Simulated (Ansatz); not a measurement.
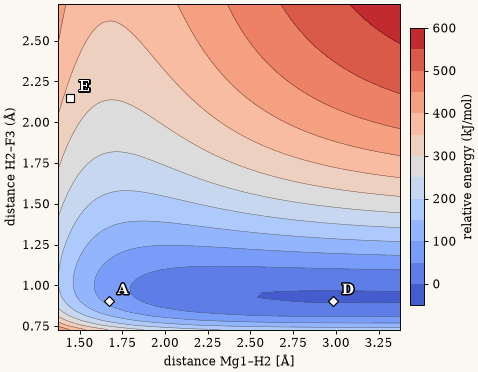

The system Mg + HF. Coordinates scanned: (1) distance Mg1–H2; (2) distance H2–F3. Nothing is relaxed (the angle Mg1–H2–F3 is fixed at 120 degrees). Grid: 14 × 14 points. All energies are given in kJ/mol relative to Mg far from the relaxed HF (each part in its own basis). The reference is spin-restricted, so regions where a bond is pulled apart into radicals lie too high. The calculation used Ansatz 0.2.0, RKS r2SCAN-D4/aug-cc-pVTZ.

The picture shows filled contours, lettered points. Between grid points the surface is interpolated.

### Is D the lowest point of the computed grid?

No. D lies 0.28 kJ/mol above the lowest grid point, which is at distance Mg1–H2 = 3.178 Å, distance H2–F3 = 0.903 Å.

### Rank the lettered points by energy, lowest first.

D (−2.0 kJ/mol), A (89 kJ/mol), E (334 kJ/mol).
